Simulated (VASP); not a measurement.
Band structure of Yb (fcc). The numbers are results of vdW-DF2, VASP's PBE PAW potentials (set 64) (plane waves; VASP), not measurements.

The 4f electrons are frozen in the core of the lanthanide potential, so 4f levels, which can set the real gap, and their magnetism are missing.

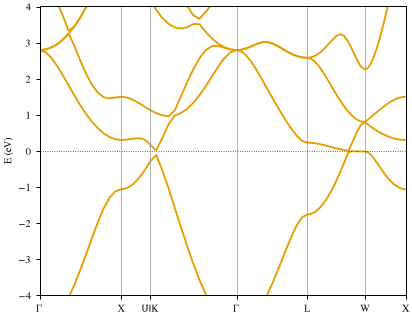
Bands along high-symmetry lines, zero at the valence-band maximum or, without a gap, the Fermi level

Read the plot: is there a gap, and where are the band edges?

The gap is indirect, 0.01 eV, from the valence maximum at L-W at 0.79 to the conduction minimum at L-W at 0.71. (Edges off the drawn lines would not show.)

The compound is Yb in the fcc structure. It was relaxed first.
